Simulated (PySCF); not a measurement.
**TiH₂: structure of the triplet**

Where does triplet TiH₂ go from a linear start, is the end point a minimum, and what are its modes, charges and moments?

Computed with PySCF 2.14.0. Level: PBE0, basis Ti def2-TZVP, H def2-TZVP, no relativity, density fitting.

**1. The starting structure**

3 atoms, charge 0, spin multiplicity 3.

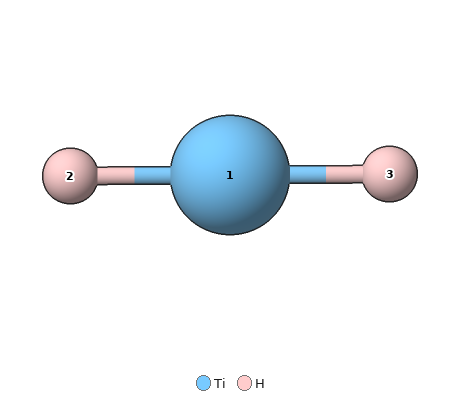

Start geometry, drawn with titanium blue, hydrogen pink; atoms are numbered from 1 in the order of the file.

Z-matrix (Å, degrees; charge 0 multiplicity 3):
```
Ti
H  1 1.6800
H  1 1.6800 2 180.00
```

**2. First SCF at the start**

One driver script runs all steps and calls PySCF; scf.py shows how it sets up the SCF of each step. The optimiser is the driver's own. After this first run the driver tries any further starts and a stability analysis.

Input file scf.py:

```python
from pyscf import gto, scf, dft
mol = gto.M(atom='''
Ti     0.000000     0.000000     0.000000
H      0.000000     0.000000     1.680000
H      0.000000     0.000000    -1.680000''',
    basis={'Ti': 'def2-TZVP', 'H': 'def2-TZVP'},
    charge=0, spin=2)
mf = dft.UKS(mol, xc='PBE0')
mf.grids.atom_grid = (50, 194)
aux = {'Ti': 'def2-universal-JKFIT', 'H': 'def2-universal-JKFIT'}
mf = mf.density_fit(auxbasis=aux)
mf.conv_tol = 1e-08
mf.diis_space = 10
mf.max_cycle = 60
mf.init_guess = 'minao'
mf.verbose = 4
mf.kernel()
```

Run with:

```sh
$ OMP_NUM_THREADS=2 python axn.py task.json out
```

Output:

```text
init E= -849.986950465427
[... the frontier-level lines of each cycle are left out ...]
cycle= 1 E= -850.242967214273  delta_E= -0.256  |g|= 0.252  |ddm|= 1.17
cycle= 2 E= -850.256874233711  delta_E= -0.0139  |g|= 0.288  |ddm|= 0.559
cycle= 3 E= -850.291442055851  delta_E= -0.0346  |g|= 0.0309  |ddm|= 0.262
cycle= 4 E= -850.29637578728  delta_E= -0.00493  |g|= 0.0299  |ddm|= 0.132
cycle= 5 E= -850.299928144376  delta_E= -0.00355  |g|= 0.0294  |ddm|= 0.0949
cycle= 6 E= -850.308503026604  delta_E= -0.00857  |g|= 0.0266  |ddm|= 0.27
cycle= 7 E= -850.309811315778  delta_E= -0.00131  |g|= 0.023  |ddm|= 0.0717
cycle= 8 E= -850.313055846327  delta_E= -0.00324  |g|= 0.00536  |ddm|= 0.226
cycle= 9 E= -850.313228864868  delta_E= -0.000173  |g|= 0.00881  |ddm|= 0.0634
cycle= 10 E= -850.313208336887  delta_E= 2.05e-05  |g|= 0.0106  |ddm|= 0.00454
cycle= 11 E= -850.31322913256  delta_E= -2.08e-05  |g|= 0.00865  |ddm|= 0.00411
cycle= 12 E= -850.313268820017  delta_E= -3.97e-05  |g|= 0.00159  |ddm|= 0.0136
cycle= 13 E= -850.313270104269  delta_E= -1.28e-06  |g|= 0.00055  |ddm|= 0.00261
cycle= 14 E= -850.313270254676  delta_E= -1.5e-07  |g|= 6.27e-05  |ddm|= 0.00073
cycle= 15 E= -850.313270259548  delta_E= -4.87e-09  |g|= 1.71e-05  |ddm|= 0.000131
Extra cycle  E= -850.313270261797  delta_E= -2.25e-09  |g|= 1.59e-05  |ddm|= 6.7e-05
converged SCF energy = -850.313270261797  <S^2> = 2.0036231  2S+1 = 3.0024145
```

This step, with its further starts and checks, ran for 7.3 s (2 threads of Arm Neoverse N1, shared host).

Energies from each starting density:

```tsv
start	energy (Eh)
the minimal-basis guess	-850.313270
a thermally smeared density	-850.315800
a smeared PBE density	-850.315817
```

This is not the lowest solution: one lies 6.7 kJ/mol lower, at -850.31582 Eh, and the relaxation starts from that.

**3. Linear start, triplet: relaxation**

The program finds D∞h symmetry in the start, which this walk keeps.

scf.py, as its differences from that of step 2:

```diff
@@ -15 +14,0 @@
-mf.init_guess = 'minao'
```

The optimiser's trace:

```tsv
step	energy (Eh)	change (kJ/mol)	largest symmetric gradient (Eh/bohr)
0	-850.315817	0.00	0.03554
1	-850.321946	-16.09	0.01949
2	-850.325014	-24.15	0.00438
3	-850.325205	-24.65	0.00066
4	-850.325209	-24.66	0.00003
```

The walk took 4.7 s.

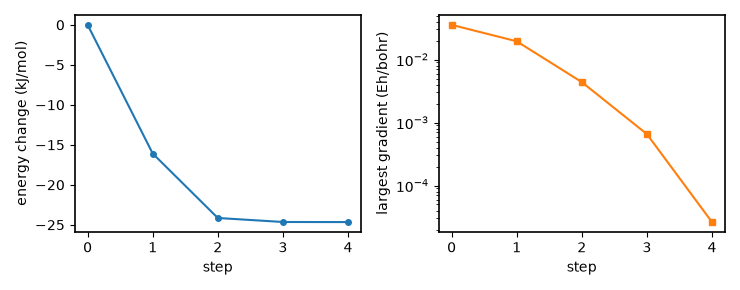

How energy and gradient fall.

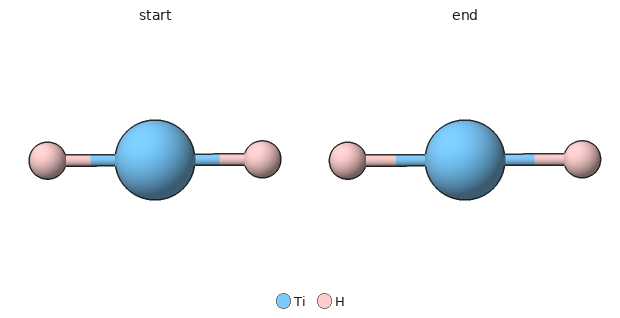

The geometry along the walk, at one scale.

After 4 steps and 24.7 kJ/mol it ends at D∞h: Ti–H 1.833 Å (×2); H–Ti–H 180.0°.

**4. Frequencies**

The point is checked on the finer grid, and tightened if its gradient asks for it. The Hessian and the dipole derivatives come from central differences of analytic gradients, with steps of 0.02 bohr.

scf.py, as its differences from that of step 3:

```diff
@@ -4,2 +4,2 @@
-H      0.000000     0.000000     1.680000
-H      0.000000     0.000000    -1.680000''',
+H      0.000000    -0.000000     1.833029
+H      0.000000     0.000000    -1.833029''',
@@ -9 +9 @@
-mf.grids.atom_grid = (50, 194)
+mf.grids.atom_grid = (75, 302)
@@ -12 +12 @@
-mf.conv_tol = 1e-08
+mf.conv_tol = 1e-10
```

The driver hands on the density of the step before, so the log starts near convergence.

SCF at the final geometry:

```text
init E= -850.325228724028
[... the frontier-level lines of each cycle are left out ...]
cycle= 1 E= -850.325228724025  delta_E= 2.61e-12  |g|= 4.24e-06  |ddm|= 6.6e-06
Extra cycle  E= -850.325228724023  delta_E= 2.16e-12  |g|= 4.8e-06  |ddm|= 7.7e-06
converged SCF energy = -850.325228724023  <S^2> = 2.0082947  2S+1 = 3.0055247
```

The whole step took 12 s.

Geometry: D∞h; Ti–H 1.833 Å (×2); H–Ti–H 180.0°.

Harmonic modes (main isotopes):

| symmetry | ω (cm⁻¹) | IR (km/mol) | type |
| --- | --- | --- | --- |
| πu | 642i | 1212 | bend |
| σu+ | 1474 | 872 | stretch |
| σg+ | 1563 | 0.0 | stretch |

2 modes are imaginary, the largest at 642i cm⁻¹: a saddle point, not a minimum.

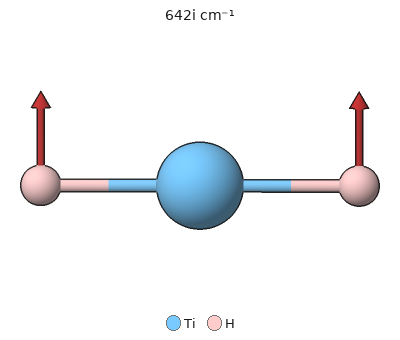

The imaginary mode, as arrows.

Properties at this point:

```yaml
Dipole_moment: 0.00 D
Highest_occupied_level: -6.36 eV
Lowest_empty_level: -2.95 eV
Rotational_constants: 2.489 cm⁻¹
Zero-point_energy_real_modes: 18.2 kJ/mol
Principal_polarisabilities: 45.6, 45.8, 45.8 bohr³
Atomisation_energy_without_zero-point_energy: 472 kJ/mol
Principal_traceless_quadrupole_moments_about_the_centre_of_mass: -13.97, 6.99, 6.99 D Å
Spin_squared_⟨S²⟩: 2.008
```

Populations by atom (charges in e):

```tsv
atom	Mulliken	Löwdin	polar tensor	spin (Mulliken)	Mayer order to Ti1
Ti1	0.46	0.56	1.17	2.10	–
H2,3	-0.23	-0.28	-0.58	-0.05	0.85
```

Mulliken populations on Ti1: s 6.98, p 12.45, d 2.09, f 0.00.

**5. Downhill along the imaginary mode**

The atoms are moved a little along the softest imaginary mode and relaxed again.

The program finds C2v symmetry in the start, which this walk keeps.

scf.py, as its differences from that of step 4:

```diff
@@ -3,3 +3,3 @@
-Ti     0.000000     0.000000     0.000000
-H      0.000000    -0.000000     1.833029
-H      0.000000     0.000000    -1.833029''',
+Ti     0.000358     0.005032     0.000000
+H     -0.008509    -0.119698     1.833029
+H     -0.008509    -0.119698    -1.833029''',
@@ -9 +9 @@
-mf.grids.atom_grid = (75, 302)
+mf.grids.atom_grid = (50, 194)
@@ -12 +12 @@
-mf.conv_tol = 1e-10
+mf.conv_tol = 1e-08
```

The optimiser's trace:

```tsv
step	energy (Eh)	change (kJ/mol)	largest symmetric gradient (Eh/bohr)
0	-850.326004	0.00	0.00636
1	-850.327063	-2.78	0.00901
2	-850.329025	-7.93	0.01069
3	-850.331661	-14.85	0.00952
4	-850.335016	-23.66	0.01778
5	-850.336523	-27.62	0.01320
6	-850.337649	-30.57	0.01065
7	-850.340633	-38.41	0.00348
8	-850.340842	-38.96	0.00014
9	-850.340842	-38.96	0.00001
```

The walk took 13 s.

Geometry (Å) and forces (eV/Å) at some steps:

```
step 0
Ti   0.000   0.005   0.000   0.023   0.327   0.000
H   -0.009  -0.120   1.833  -0.011  -0.164  -0.081
H   -0.009  -0.120  -1.833  -0.011  -0.164   0.081
step 1
Ti   0.004   0.050   0.000   0.031   0.464   0.000
H   -0.010  -0.142   1.825  -0.016  -0.232  -0.116
H   -0.010  -0.142  -1.825  -0.016  -0.232   0.116
step 5
Ti   0.026   0.372   0.000  -0.007  -0.154   0.000
H   -0.022  -0.303   1.729   0.004   0.077  -0.679
H   -0.022  -0.303  -1.729   0.004   0.077   0.679
step 9
Ti   0.035   0.486   0.000   0.006   0.000   0.000
H   -0.026  -0.360   1.538  -0.003   0.000   0.000
H   -0.026  -0.360  -1.538  -0.003   0.000   0.000
```

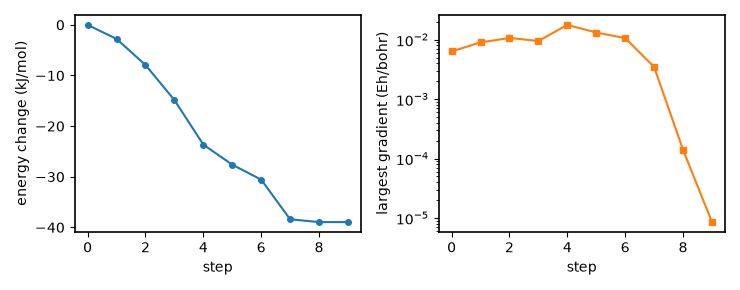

Energy and largest gradient along the walk.

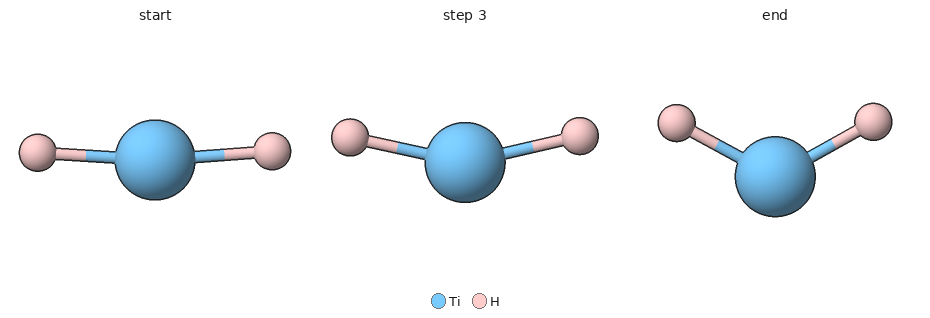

Start and end of the relaxation, with a step between.

End point (C2v, 9 steps, 39.0 kJ/mol gained): Ti–H 1.757 Å (×2); H–Ti–H 122.2°.

**6. Is it a minimum? Harmonic modes**

As before: finer grid, then central differences.

scf.py, as its differences from that of step 5:

```diff
@@ -3,3 +3,3 @@
-Ti     0.000358     0.005032     0.000000
-H     -0.008509    -0.119698     1.833029
-H     -0.008509    -0.119698    -1.833029''',
+Ti     0.002428     0.034155     0.000000
+H     -0.057754    -0.812476     1.538399
+H     -0.057754    -0.812476    -1.538399''',
@@ -9 +9 @@
-mf.grids.atom_grid = (50, 194)
+mf.grids.atom_grid = (75, 302)
@@ -12 +12 @@
-mf.conv_tol = 1e-08
+mf.conv_tol = 1e-10
```

Log of the central SCF (cycles and frontier levels):

```text
init E= -850.340863127414
[... the frontier-level lines of each cycle are left out ...]
cycle= 1 E= -850.340863127424  delta_E= -1.05e-11  |g|= 4.59e-07  |ddm|= 6.57e-07
Extra cycle  E= -850.340863127421  delta_E= 3.64e-12  |g|= 7.95e-07  |ddm|= 9.73e-07
converged SCF energy = -850.340863127421  <S^2> = 2.0194786  2S+1 = 3.0129577
```

The whole step ran for 21 s (2 threads of Arm Neoverse N1, shared host).

Geometry: C2v; Ti–H 1.757 Å (×2); H–Ti–H 122.2°.

Modes, for the most abundant isotopes:

| ω (cm⁻¹) | IR (km/mol) | type |
| --- | --- | --- |
| 570 | 149 | bend |
| 1588 | 638 | stretch |
| 1598 | 202 | stretch |

Every mode is real; the point is a minimum.

Here the density breaks the symmetry of the frame, and no labels are given.

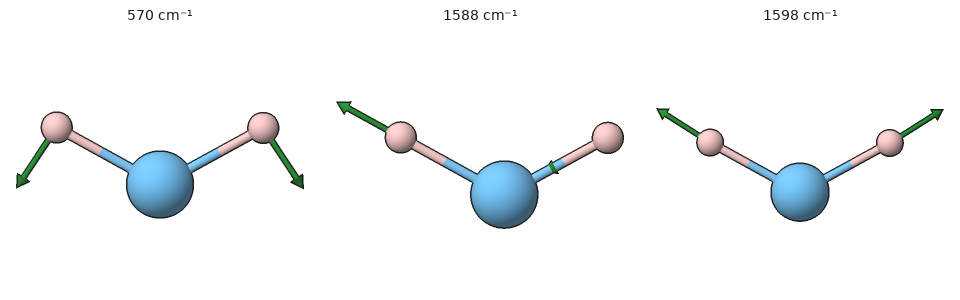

Displacements of 3 of the modes, as arrows (one member where a mode is degenerate).

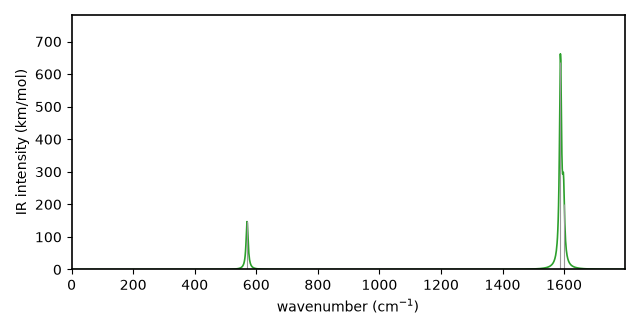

The harmonic infrared spectrum (widths in cm⁻¹). Lines are broadened to a width of 8 cm⁻¹ (Lorentzian).

Constants and moments:

- Dipole moment: 3.32 D
- Highest occupied level: -5.57 eV
- Lowest empty level: -1.81 eV
- Rotational constants: 12.1, 3.534, 2.735 cm⁻¹
- Zero-point energy: 22.5 kJ/mol
- Principal polarisabilities: 46.5, 49.2, 54.3 bohr³
- Atomisation energy without zero-point energy: 513 kJ/mol
- Principal traceless quadrupole moments about the centre of mass: -6.58, 1.92, 4.66 D Å
- Entropy at 298.15 K and 1 bar (electronic part: spin only): 227.1 J/(mol K)
- Heat capacity Cp at 298.15 K: 38.3 J/(mol K)
- Enthalpy at 298.15 K above 0 K: 10.40 kJ/mol
- Rotational symmetry number: 2
- Spin squared ⟨S²⟩: 2.019

Charges (e) and bond orders:

```tsv
atom	Mulliken	Löwdin	polar tensor	spin (Mulliken)	Mayer order to Ti1
Ti1	0.45	0.38	0.93	2.19	–
H2,3	-0.23	-0.19	-0.46	-0.09	0.93
```

Outer orbital energies (eV). α occupied: -65.75, -41.42, -41.29, -41.17, -8.21, -7.21, -6.25, -5.57; empty: -1.81, -1.66, -1.56, -1.00. β occupied: -452.50, -452.44, -63.96, -39.41, -39.40, -39.24, -8.01, -7.18; empty: -1.38, -0.97, -0.92, -0.84.

Mulliken populations on Ti1: s 6.87, p 12.28, d 2.40, f 0.00.

**7. All stationary points**

| spin | group | bonds | imaginary modes (cm⁻¹) | ΔE (kJ/mol) | with zero-point energy |
| --- | --- | --- | --- | --- | --- |
| triplet | C2v (density of lower symmetry) | Ti–H 1.757 Å (×2) | none | 0.0 | 0.0 |
| triplet | D∞h | Ti–H 1.833 Å (×2) | 642i, 642i | 41.0 | – |

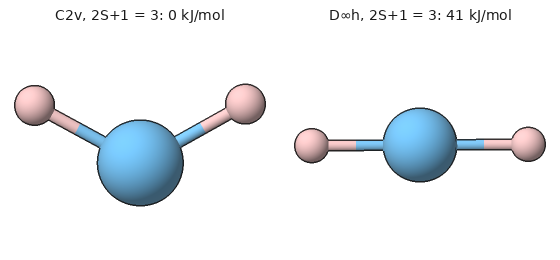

The points, lowest first (titanium blue, hydrogen pink).

**8. What came out**

| quantity | value |
| --- | --- |
| minimum | triplet, C2v |
| geometry | Ti–H 1.757 Å (×2); H–Ti–H 122.2° |
| wavenumbers (cm⁻¹) | 570, 1588, 1598 |
| dipole moment | 3.32 D |
| highest occupied, lowest empty level (either spin) | -5.57, -1.81 eV |
| polar-tensor charge of Ti1 | +0.93 e |
| zero-point energy | 22.5 kJ/mol |
| entropy at 298.15 K | 227.1 J/(mol K) |
| atomisation energy (no zero-point energy) | 513 kJ/mol |
| ⟨S²⟩ | 2.019 |

From D∞h at the start the molecule goes to a C2v minimum, after a stop at a second-order saddle point 41.0 kJ/mol higher, from which it was pushed off along an imaginary mode. In the infrared the band at 1588 cm⁻¹ (stretch) leads. Most of the spin sits on Ti1 (Mulliken spin 2.19, against 2 for the whole molecule). The first SCF alone would have been 7 kJ/mol too high. Only this shape and spin were tried, so other structures or states may lie lower. The SCF density has lower symmetry than the nuclear frame. One determinant may miss the lowest occupation of an open d or f shell.

The search up to here took 58 s.
